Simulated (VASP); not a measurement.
Band structure of HgTe (zinc blende). Computed with revPBE GGA, VASP's PBE PAW potentials (set 64) (plane waves; VASP).

Unless said otherwise, spin-orbit coupling is left out, though it shifts the bands of the heavy elements here.

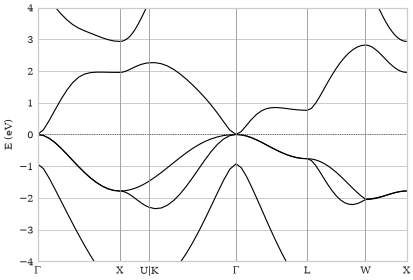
*Bands along high-symmetry lines, zero at the valence-band maximum or, without a gap, the Fermi level*

Read the plot: is there a gap, and where are the band edges?

It has no gap at this level: it comes out as a metal or semimetal. (Edges off the drawn lines would not show.)

The compound is HgTe in the zinc blende structure. It was relaxed first, which changed the volume by +13 %.
